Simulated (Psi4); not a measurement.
# doublet [HNO3]+: levels of theory compared

Wanted: a comparison of 4 runs (U-wB97M-V/def2-SVPD, U-wB97X/def2-SVPD, UBHLYP/def2-SVPD, UM06-2X/def2-SVPD) of doublet [HNO3]+. 

The results are computed with Psi4 1.11.

## Step 1: The system as given

[HNO3]+: 5 atoms, total charge +1, spin state doublet. SMILES of the parent species: `O=[N+]([O-])O`. Geometry: relaxed at PBE0-D4/def2-TZVP. That shape belongs to the parent species and isn't relaxed for this state.

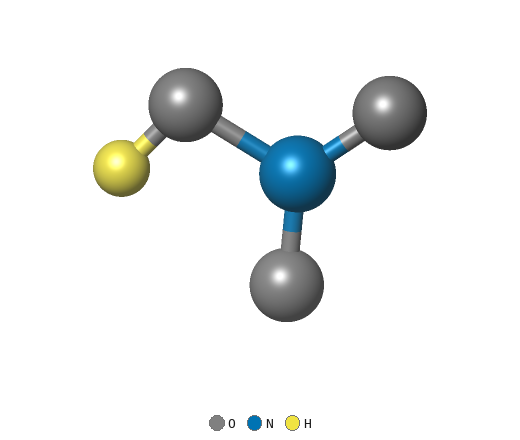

The structure, seen from a chosen angle (oxygen grey, nitrogen blue, hydrogen yellow).

## Step 2: The energy at U-wB97M-V/def2-SVPD (run 1)

Contents of hno3.xyz:

```xyz
5
HNO3
O      1.317870    -0.315800     0.746500
N      0.253090    -0.279730     0.226190
O     -0.596440    -1.123960     0.141450
O     -0.044080     0.932950    -0.373960
H     -0.930440     0.786540    -0.740170
```

Contents of job.py:

```python
import psi4

psi4.set_memory('2200 MB')
psi4.set_num_threads(1)
psi4.set_output_file('output.dat', False)

with open('hno3.xyz') as f:
    atoms = ''.join(f.readlines()[2:])
m = psi4.geometry('1 2\n' + atoms + 'symmetry c1')

psi4.set_options({
    'basis': 'def2-SVPD',
    'reference': 'uks',
    'puream': True,
    'e_convergence': 1e-09,
    'd_convergence': 1e-08,
    'scf_type': 'pk',
    'dft_radial_points': 99,
    'dft_spherical_points': 590,
    'maxiter': 100,
})

result, w = psi4.energy('wb97m-v', return_wfn=True)
print('E =', round(result, 9))
```

On the command line:

```bash
$ python job.py
```

output.dat:

```text
[...]
  Running in c1 symmetry.
[...]
  Nuclear repulsion =  127.635963317852969
[...]
  Multiplicity = 2
[...]
  Nalpha       = 16
  Nbeta        = 15
[...]
    Number of basis functions: 97
[...]
   @UKS iter   1:  -279.92002347348955    4.48047e-01   7.88796e-03 ADIIS/DIIS
[...]
   @UKS iter  27:  -280.15329764362662   -1.96678e-11   3.24082e-09 DIIS
[...]
   @S^2 Observed:                7.580615317E-01
[...]
    Orbital Energies [Eh]
    ---------------------
    Alpha Occupied:
       1A    -19.855356     2A    -19.780516     3A    -19.764177
       4A    -15.173440     5A     -1.797691     6A     -1.616163
       7A     -1.534234     8A     -1.144118     9A     -1.078210
      10A     -1.054689    11A     -1.018891    12A     -0.927903
      13A     -0.847032    14A     -0.825819    15A     -0.800286
      16A     -0.785524
    Alpha Virtual:
      17A     -0.313000    18A     -0.167559    19A     -0.131577
      20A     -0.088191    21A     -0.070324    22A     -0.061767
      23A     -0.033780    24A     -0.022120    25A     -0.018217
[...]
  @UKS Final Energy:  -280.15329764362662
   => Energetics <=
    Nuclear Repulsion Energy =            127.6359633178529691
    One-Electron Energy =                -625.8393828404401802
    Two-Electron Energy =                 241.5773445565404245
    DFT Exchange-Correlation Energy =     -23.6545550919839371
    Empirical Dispersion Energy =           0.0000000000000000
    VV10 Nonlocal Energy =                  0.1273324144040929
    Total Energy =                       -280.1532976436266154
[...]
 Multipole Moments:
 ------------------------------------------------------------------------------------
     Multipole            Electronic (a.u.)      Nuclear  (a.u.)        Total (a.u.)
 ------------------------------------------------------------------------------------
 L = 1.  Multiply by 2.5417464519 to convert [e a0] to [Debye]
 Dipole X            :          0.1435596           -1.0722097           -0.9286501
 Dipole Y            :         -0.8420845            0.9049172            0.0628327
 Dipole Z            :          0.3868355           -0.8523968           -0.4655613
 Magnitude           :                                                    1.0407143
[...]
```

On the terminal:

```text
E = -280.153297644
```

It took 4.7 min on 1 thread of Intel Xeon Platinum 8259CL at 2.50GHz (Skylake/Cascade Lake), shared host; peak memory 1.1 GiB.

## Step 3: Energy and gradient at U-wB97X/def2-SVPD (run 2)

hno3.xyz is that of step 2.

Contents of hno3.py:

```python
import psi4

psi4.set_memory(2200000000)
psi4.set_num_threads(1)
psi4.core.set_output_file('output.dat', False)

with open('hno3.xyz') as f:
    atoms = ''.join(f.readlines()[2:])
geom = psi4.geometry('1 2\n' + atoms + 'symmetry c1')

options = {'basis': 'def2-SVPD', 'reference': 'uks', 'puream': True, 'e_convergence': 1e-09, 'd_convergence': 1e-08, 'scf_type': 'pk', 'dft_radial_points': 99, 'dft_spherical_points': 590, 'maxiter': 100}
psi4.set_options(options)

E = psi4.gradient("wb97x")
print('gradient / Eh bohr^-1')
print(E.np.round(6))
```

On the command line:

```bash
$ python hno3.py
```

output.dat:

```text
[...]
  Running in c1 symmetry.
[...]
  Nuclear repulsion =  127.635963317852969
[...]
  Multiplicity = 2
[...]
  Nalpha       = 16
  Nbeta        = 15
[...]
    Number of basis functions: 97
[...]
   @UKS iter   1:  -279.92346344751411    4.46385e-01   7.96666e-03 DIIS/ADIIS
[...]
   @UKS iter  27:  -280.16033863803216   -1.21645e-11   8.72951e-09 DIIS
[...]
   @S^2 Observed:                7.588635407E-01
[...]
  @UKS Final Energy:  -280.16033863803216
   => Energetics <=
    Nuclear Repulsion Energy =            127.6359633178529691
    One-Electron Energy =                -626.0077270440190205
    Two-Electron Energy =                 241.5528293479071067
    DFT Exchange-Correlation Energy =     -23.3414042597732596
    Empirical Dispersion Energy =           0.0000000000000000
    VV10 Nonlocal Energy =                  0.0000000000000000
    Total Energy =                       -280.1603386380321581
[...]
 Multipole Moments:
 ------------------------------------------------------------------------------------
     Multipole            Electronic (a.u.)      Nuclear  (a.u.)        Total (a.u.)
 ------------------------------------------------------------------------------------
 L = 1.  Multiply by 2.5417464519 to convert [e a0] to [Debye]
 Dipole X            :          0.1421211           -1.0722097           -0.9300886
 Dipole Y            :         -0.8470203            0.9049172            0.0578969
 Dipole Z            :          0.3880181           -0.8523968           -0.4643787
 Magnitude           :                                                    1.0411842
[...]
  -Total Gradient:
     Atom            X                  Y                   Z
    ------   -----------------  -----------------  -----------------
       1        0.029793017626     0.031513863730     0.002260801092
       2       -0.064417881097    -0.121070174276     0.015136514512
       3        0.022635024600     0.049078303150    -0.007794276230
       4       -0.005515849737     0.053974688020    -0.023036069220
       5        0.017504799324    -0.013494578506     0.013431834650
[...]
```

The script printed:

```text
gradient / Eh bohr^-1
[[ 0.029793  0.031514  0.002261]
 [-0.064418 -0.12107   0.015137]
 [ 0.022635  0.049078 -0.007794]
 [-0.005516  0.053975 -0.023036]
 [ 0.017505 -0.013495  0.013432]]
```

It took 70 s on 1 thread of Intel Xeon Platinum 8259CL at 2.50GHz (Skylake/Cascade Lake), shared host; peak memory 1.2 GiB.

## Step 4: Energy and forces at UBHLYP/def2-SVPD (run 3)

Contents of hno3.py:

```python
import psi4

psi4.set_memory(2200000000)
psi4.set_num_threads(1)
psi4.core.set_output_file('output.dat', False)

geom = psi4.geometry("""
1 2
O
N 1 1.185656
O 2 1.200669 1 130.1653
O 2 1.38531 1 114.16663 3 179.9927
H 4 0.970144 2 103.14483 1 -179.99118
symmetry c1
no_reorient
no_com
""")

psi4.set_options({
    'reference': 'uks',
    'puream': True,
    'e_convergence': 1e-09,
    'd_convergence': 1e-08,
    'scf_type': 'pk',
    'dft_radial_points': 99,
    'dft_spherical_points': 590,
    'maxiter': 100,
})

E, wfn = psi4.gradient('bhhlyp/def2-SVPD', return_wfn=True)
psi4.oeprop(wfn, 'MAYER_INDICES', 'MULLIKEN_CHARGES', 'QUADRUPOLE')
print('gradient / Eh bohr^-1')
print(E.np.round(6))
print(f'energy = {wfn.energy():.10f} Eh')
for k, v in sorted(psi4.core.scalar_variables().items()):
    print(f'{k:45s} {v:18.10f}')
```

On the command line:

```bash
$ python hno3.py
```

output.dat:

```text
[...]
  Running in c1 symmetry.
[...]
  Nuclear repulsion =  127.635955948756916
[...]
  Multiplicity = 2
[...]
  Nalpha       = 16
  Nbeta        = 15
[...]
    Number of basis functions: 97
[...]
   @UKS iter   1:  -279.86395541392369    4.68988e-01   7.29815e-03 ADIIS/DIIS
[...]
   @UKS iter  25:  -280.05953392752861    2.99224e-10   7.83012e-09 DIIS
[...]
   @S^2 Observed:                7.741644561E-01
[...]
  @UKS Final Energy:  -280.05953392752861
   => Energetics <=
    Nuclear Repulsion Energy =            127.6359559487569157
    One-Electron Energy =                -625.8568362315832019
    Two-Electron Energy =                 234.9544524155345755
    DFT Exchange-Correlation Energy =     -16.7931060602369548
    Empirical Dispersion Energy =           0.0000000000000000
    VV10 Nonlocal Energy =                  0.0000000000000000
    Total Energy =                       -280.0595339275286051
[...]
  -Total Gradient:
     Atom            X                  Y                   Z
    ------   -----------------  -----------------  -----------------
       1        0.000009555514     0.035335468771    -0.000783709671
       2       -0.000031601934    -0.103831764546    -0.060762467282
       3        0.000009632878     0.017154200341     0.040533230790
       4        0.000013792495     0.060642564997     0.033365124103
       5       -0.000001376168    -0.009296919331    -0.012355124654
[...]
 Multipole Moments:
 ------------------------------------------------------------------------------------
     Multipole            Electronic (a.u.)      Nuclear  (a.u.)        Total (a.u.)
 ------------------------------------------------------------------------------------
 L = 1.  Multiply by 2.5417464519 to convert [e a0] to [Debye]
 Dipole X            :         -0.0001369            0.0002228            0.0000859
 Dipole Y            :         -0.7766140            0.9128254            0.1362114
 Dipole Z            :         -0.6080738            1.3644923            0.7564185
 Magnitude           :                                                    0.7685847
 L = 2.  Multiply by 1.3450342976 to convert [e a0^2] to [Debye ang]
 Quadrupole XX       :        -14.4236985            0.0000008          -14.4236977
 Quadrupole XY       :         -0.0058950            0.0062352            0.0003402
[...]
```

The script printed:

```text
gradient / Eh bohr^-1
[[ 1.00000e-05  3.53350e-02 -7.84000e-04]
 [-3.20000e-05 -1.03832e-01 -6.07620e-02]
 [ 1.00000e-05  1.71540e-02  4.05330e-02]
 [ 1.40000e-05  6.06430e-02  3.33650e-02]
 [-1.00000e-06 -9.29700e-03 -1.23550e-02]]
energy = -280.0595339275 Eh
CURRENT ENERGY                                   -280.0595339275
CURRENT REFERENCE ENERGY                         -280.0595339275
DD SOLVATION ENERGY                                 0.0000000000
DFT FUNCTIONAL TOTAL ENERGY                      -280.0595339275
DFT TOTAL ENERGY                                 -280.0595339275
DFT VV10 ENERGY                                     0.0000000000
DFT XC ENERGY                                     -16.7931060602
GRID ELECTRONS ALPHA                               15.9999999560
GRID ELECTRONS BETA                                14.9999999386
GRID ELECTRONS TOTAL                               30.9999998946
NUCLEAR REPULSION ENERGY                          127.6359559488
ONE-ELECTRON ENERGY                              -625.8568362316
PCM POLARIZATION ENERGY                             0.0000000000
PE ENERGY                                           0.0000000000
SCF ITERATION ENERGY                             -280.0595339275
SCF ITERATIONS                                     25.0000000000
SCF TOTAL ENERGY                                 -280.0595339275
TWO-ELECTRON ENERGY                               234.9544524155
XC GRID RADIAL POINTS                              99.0000000000
XC GRID SPHERICAL POINTS                          590.0000000000
XC GRID TOTAL POINTS                           282433.0000000000
```

Wall time 52 s (1 thread of Intel Xeon Platinum 8259CL at 2.50GHz (Skylake/Cascade Lake), shared host); peak memory 1.1 GiB.

## Step 5: Energy and forces at UM06-2X/def2-SVPD (run 4)

Contents of calc.inp:

```
memory 2200 mb

molecule molecule1 {
  1 2
  O      1.317870    -0.315800     0.746500
  N      0.253090    -0.279730     0.226190
  O     -0.596440    -1.123960     0.141450
  O     -0.044080     0.932950    -0.373960
  H     -0.930440     0.786540    -0.740170
  units angstrom
  symmetry c1
  no_reorient
  no_com
}

set globals {
  basis def2-SVPD
  reference uks
  puream true
  e_convergence 1e-09
  d_convergence 1e-08
  scf_type pk
  dft_radial_points 99
  dft_spherical_points 590
  maxiter 100
}

energy_value, wavefunction = gradient('m06-2x', return_wfn=True)
print_variables()
```

On the command line:

```bash
$ psi4 -n 1 calc.inp calc.out
```

calc.out:

```text
[...]
  Running in c1 symmetry.
[...]
  Nuclear repulsion =  127.635963317852998
[...]
  Multiplicity = 2
[...]
  Nalpha       = 16
  Nbeta        = 15
[...]
    Number of basis functions: 97
[...]
   @UKS iter   1:  -279.90057720527363    5.15214e-01   7.38430e-03 ADIIS/DIIS
[...]
   @UKS iter  29:  -280.10123394478580   -4.54747e-13   7.49065e-09 DIIS
[...]
   @S^2 Observed:                7.656428472E-01
[...]
  @UKS Final Energy:  -280.10123394478580
   => Energetics <=
    Nuclear Repulsion Energy =            127.6359633178529975
    One-Electron Energy =                -625.8067107007721006
    Two-Electron Energy =                 233.6585758040220924
    DFT Exchange-Correlation Energy =     -15.5890623658888057
    Empirical Dispersion Energy =           0.0000000000000000
    VV10 Nonlocal Energy =                  0.0000000000000000
    Total Energy =                       -280.1012339447858039
[...]
 Multipole Moments:
 ------------------------------------------------------------------------------------
     Multipole            Electronic (a.u.)      Nuclear  (a.u.)        Total (a.u.)
 ------------------------------------------------------------------------------------
 L = 1.  Multiply by 2.5417464519 to convert [e a0] to [Debye]
 Dipole X            :        -11.9582875           11.8296666           -0.1286209
 Dipole Y            :          9.7258604           -9.8758032           -0.1499428
 Dipole Z            :         -9.3681915            9.3637441           -0.0044474
 Magnitude           :                                                    0.1976005
[...]
  -Total Gradient:
     Atom            X                  Y                   Z
    ------   -----------------  -----------------  -----------------
       1       -0.028520655264     0.029262808054    -0.024635343192
       2        0.082973135121    -0.084682724364     0.071493415161
       3       -0.038165763157     0.014924495018    -0.023796747195
       4       -0.034423737143     0.045451134132    -0.033563805171
       5        0.018132657224    -0.004960052433     0.010501908789
[...]
```

Wall time 2.6 min (1 thread of Intel Xeon Platinum 8259CL at 2.50GHz (Skylake/Cascade Lake), shared host); peak memory 1 GiB.

## Step 6: The series

```
run                level      task  energy (Eh)  HOMO energy (eV)  LUMO energy (eV)   ⟨S²⟩  wall time
  1  U-wB97M-V/def2-SVPD    energy  -280.153298            -20.86            -13.17  0.758    4.7 min
  2    U-wB97X/def2-SVPD  gradient  -280.160339            -20.90            -13.15  0.759       70 s
  3     UBHLYP/def2-SVPD  gradient  -280.059534            -19.38            -14.20  0.774       52 s
  4    UM06-2X/def2-SVPD  gradient  -280.101234            -19.73            -14.60  0.766    2.6 min
```

## Step 7: What came out

```
                                 quantity          value
                      run 4: total energy  -280.10123 Eh
run 4: HOMO energy (highest over α and β)      -19.73 eV
 run 4: LUMO energy (lowest over α and β)      -14.60 eV
                              run 4: ⟨S²⟩          0.766
          run 4: largest force on an atom     7.119 eV/Å
```

**Reading.** Totals of different functionals can't be ranked against each other. All runs together took 9.3 min, the longest 4.7 min.
